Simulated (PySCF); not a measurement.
**[Y(CH3)2]+: a change of charge**

Aim: at the relaxed geometry of [Y(CH3)2]+, try a change of charge. It is a constructed species; whether it can be made isn't addressed.

Computed with PySCF 2.14.0. Level: PBE0, Y def2-SVP with ECP28, C def2-SVP, H def2-SVP; scalar-relativistic core potentials, no spin–orbit coupling.

1 further run of the same task is left out (for a known fault of the program).

## Step 1: Where the work starts

9 atoms, charge 1, spin multiplicity 1.

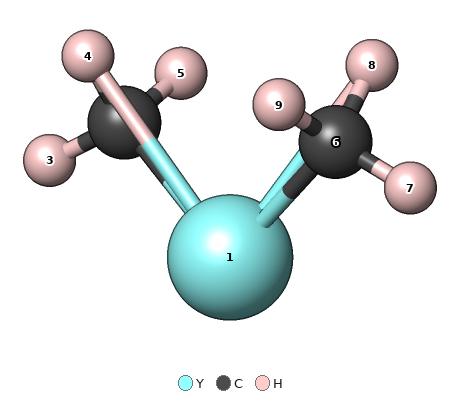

The structure; yttrium light teal, carbon dark grey, hydrogen pink; atoms are numbered from 1 in the order of the file.

As a file:

```xyz
9

Y     0.0000    0.0000   -0.3691
C     1.7257   -0.0180    1.0489
H     2.6981    0.2132    0.5744
H     1.5620    0.7164    1.8605
H     1.8238   -1.0055    1.5404
C    -1.7257    0.0180    1.0489
H    -2.6981   -0.2132    0.5744
H    -1.5620   -0.7164    1.8605
H    -1.8238    1.0055    1.5404
```

Formal oxidation states: Y +3. An earlier session relaxed this geometry at PBE0, Y def2-SVP with ECP28, C def2-SVP, H def2-SVP (singlet, point group C2).

Its energy there is -117.695747 Eh.

## Step 2: One electron removed, multiplicity 2

File run.py (the lines that set the calculation):

```python
mol = gto.M(atom='''
Y      0.00000     0.00000    -0.36913
C      1.72573    -0.01798     1.04886
H      2.69807     0.21324     0.57442
H      1.56203     0.71641     1.86050
H      1.82383    -1.00555     1.54038
C     -1.72573     0.01798     1.04886
H     -2.69807    -0.21324     0.57442
H     -1.56203    -0.71641     1.86050
H     -1.82383     1.00555     1.54038''',
    basis={'Y': 'def2-SVP', 'C': 'def2-SVP', 'H': 'def2-SVP'},
    ecp={'Y': 'def2-SVP'},
    charge=2, spin=1)
mf = dft.UKS(mol, xc='PBE0')
mf.grids.atom_grid = (50, 194)
mf = mf.density_fit()  # fitting sets: Y def2-universal-JKFIT, C def2-universal-JKFIT, H def2-universal-JKFIT
mf.conv_tol = 1e-08; mf.max_cycle = 55
mf.kernel(dm0)  # dm0: the density of the relaxed state
```

Run with:

```console
> OMP_NUM_THREADS=2 python run.py
```

Output:

```text
init E= -117.704354547623
  HOMO = -0.426328979272  LUMO = -0.422249649164  gap/eV = 0.11100
cycle= 1 E= -117.149375165322  delta_E= 0.555  |g|= 0.221  |ddm|= 0.657
  HOMO = -0.709430210537  LUMO = -0.661124509672  gap/eV = 1.31447
cycle= 2 E= -117.155994878449  delta_E= -0.00662  |g|= 0.229  |ddm|= 0.526
  HOMO = -0.65394959143  LUMO = -0.602907132049  gap/eV = 1.38894
cycle= 3 E= -117.183425122248  delta_E= -0.0274  |g|= 0.0259  |ddm|= 0.22
  HOMO = -0.648302456224  LUMO = -0.59468102839  gap/eV = 1.45911
cycle= 4 E= -117.183825540648  delta_E= -0.0004  |g|= 0.013  |ddm|= 0.0717
  HOMO = -0.646761254985  LUMO = -0.592938016354  gap/eV = 1.46460
cycle= 5 E= -117.183971029904  delta_E= -0.000145  |g|= 0.00259  |ddm|= 0.026
  HOMO = -0.646577151453  LUMO = -0.592528185409  gap/eV = 1.47075
cycle= 6 E= -117.183982364091  delta_E= -1.13e-05  |g|= 0.000851  |ddm|= 0.008
  HOMO = -0.646555092251  LUMO = -0.592398529992  gap/eV = 1.47368
cycle= 7 E= -117.183984028285  delta_E= -1.66e-06  |g|= 0.000227  |ddm|= 0.00385
  HOMO = -0.646556254296  LUMO = -0.592391678774  gap/eV = 1.47389
cycle= 8 E= -117.183984128461  delta_E= -1e-07  |g|= 7.43e-05  |ddm|= 0.000882
  HOMO = -0.646555341934  LUMO = -0.592388334163  gap/eV = 1.47396
cycle= 9 E= -117.183984137294  delta_E= -8.83e-09  |g|= 1.79e-05  |ddm|= 0.000231
  HOMO = -0.646554260123  LUMO = -0.592386238171  gap/eV = 1.47399
Extra cycle  E= -117.183984137935  delta_E= -6.42e-10  |g|= 9.59e-06  |ddm|= 5.42e-05
converged SCF energy = -117.183984137935  <S^2> = 0.76284561  2S+1 = 2.0128046
```

It took 1.9 s on 2 threads of Arm Neoverse V1, shared host.

It gives: E = -117.183984 Eh (+13.926 eV from the relaxed state), HOMO -17.59 eV, LUMO -16.12 eV (over both spins), ⟨S²⟩ = 0.763, Mulliken charge on Y1 +1.53 e. 

## Step 3: One electron added, multiplicity 2

run.py (the lines that set the calculation): that of step 2 with these lines changed.

```diff
@@ -12,3 +12,3 @@
     ecp={'Y': 'def2-SVP'},
-    charge=2, spin=1)
+    charge=0, spin=1)
 mf = dft.UKS(mol, xc='PBE0')
```

Run with:

```console
> OMP_NUM_THREADS=2 python run.py
```

Output:

```text
init E= -117.703208169371
  HOMO = -0.262358304261  LUMO = -0.257666956316  gap/eV = 0.12766
cycle= 1 E= -117.871925909379  delta_E= -0.169  |g|= 0.163  |ddm|= 1.22
  HOMO = -0.0977916682059  LUMO = -0.0251884970235  gap/eV = 1.97563
cycle= 2 E= -117.881263578511  delta_E= -0.00934  |g|= 0.156  |ddm|= 1.03
  HOMO = -0.137905892121  LUMO = -0.0561356770684  gap/eV = 2.22508
cycle= 3 E= -117.899574701135  delta_E= -0.0183  |g|= 0.0189  |ddm|= 0.426
  HOMO = -0.14324998395  LUMO = -0.0598069224655  gap/eV = 2.27060
cycle= 4 E= -117.899752173695  delta_E= -0.000177  |g|= 0.014  |ddm|= 0.0476
  HOMO = -0.144985734799  LUMO = -0.0607593469448  gap/eV = 2.29192
cycle= 5 E= -117.899901116682  delta_E= -0.000149  |g|= 0.00271  |ddm|= 0.0289
  HOMO = -0.145352210295  LUMO = -0.0608231536222  gap/eV = 2.30015
cycle= 6 E= -117.89992776472  delta_E= -2.66e-05  |g|= 0.00133  |ddm|= 0.0167
  HOMO = -0.145712817828  LUMO = -0.0610007453418  gap/eV = 2.30513
cycle= 7 E= -117.899943027588  delta_E= -1.53e-05  |g|= 0.000653  |ddm|= 0.0187
  HOMO = -0.145856836535  LUMO = -0.0610797862303  gap/eV = 2.30690
cycle= 8 E= -117.899945590083  delta_E= -2.56e-06  |g|= 0.000133  |ddm|= 0.00911
  HOMO = -0.145866012914  LUMO = -0.061100187828  gap/eV = 2.30660
cycle= 9 E= -117.899945687092  delta_E= -9.7e-08  |g|= 3.66e-05  |ddm|= 0.0016
  HOMO = -0.145867335417  LUMO = -0.0611024081852  gap/eV = 2.30657
cycle= 10 E= -117.899945692697  delta_E= -5.61e-09  |g|= 1.22e-05  |ddm|= 0.000288
  HOMO = -0.145868038066  LUMO = -0.0611019526311  gap/eV = 2.30660
Extra cycle  E= -117.899945693154  delta_E= -4.57e-10  |g|= 5.82e-06  |ddm|= 6.46e-05
converged SCF energy = -117.899945693154  <S^2> = 0.75089082  2S+1 = 2.0008906
```

Run time: 2 s. Hardware: 2 threads of Arm Neoverse V1, shared host.

It gives: E = -117.899946 Eh (-5.557 eV from the relaxed state), HOMO -3.97 eV, LUMO -1.66 eV (over both spins), ⟨S²⟩ = 0.751, Mulliken charge on Y1 +0.54 e. 

## Step 4: Results

| state | energy from the relaxed state (eV) | ⟨S²⟩ | time |
| --- | --- | --- | --- |
| charge +1, singlet, vacuum (relaxed) | 0 | 0.00 |  |
| charge 0, doublet, vacuum | -5.56 | 0.75 | 2 s |
| charge +2, doublet, vacuum | 13.93 | 0.76 | 1.9 s |

An electron taken off or put on is at rest in vacuum. 

Removing an electron vertically costs 13.93 eV (doublet), against −HOMO = 11.74 eV. Adding an electron vertically releases 5.56 eV (doublet). The bases are small and lack diffuse functions. Spin–orbit coupling is left out.
